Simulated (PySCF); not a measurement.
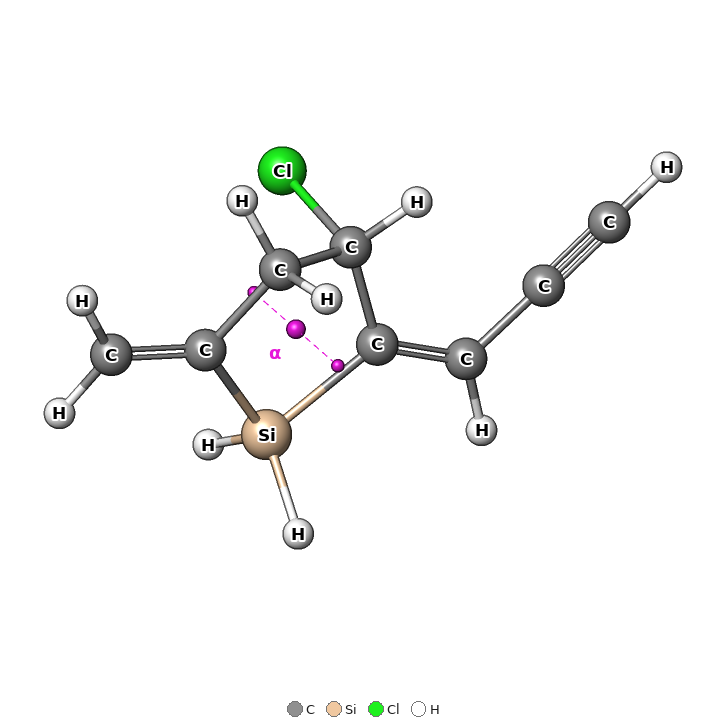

The small points mark where nucleus-independent chemical shifts (NICS) were computed: at the centre of each lettered ring and 1 Å above and below it. Computed geometry: GFN2-xTB optimisation. No frequency run is at hand to confirm it as a minimum. Properties computed with GIAO PBE0/pcSseg-1 NMR shielding, non-relativistic, gas phase (PySCF 2.14.0).

Give NICS(0), NICS(1) and the out-of-plane component NICS(1)zz for each ring (means of the two sides).

```
ring  members  NICS(0)  NICS(1)  NICS(1)zz
   α     C4Si     −0.6     −3.2       −2.4
```

Values in ppm.

What do the values say about the ring currents?

Answer. Ring α: weak, as in a non-aromatic ring. NICS is one index among several.

The geometry is semi-empirical. Around Si such bond lengths and angles can be off by a tenth of an ångström or more and by several degrees, and values that hang on the shape move with them.
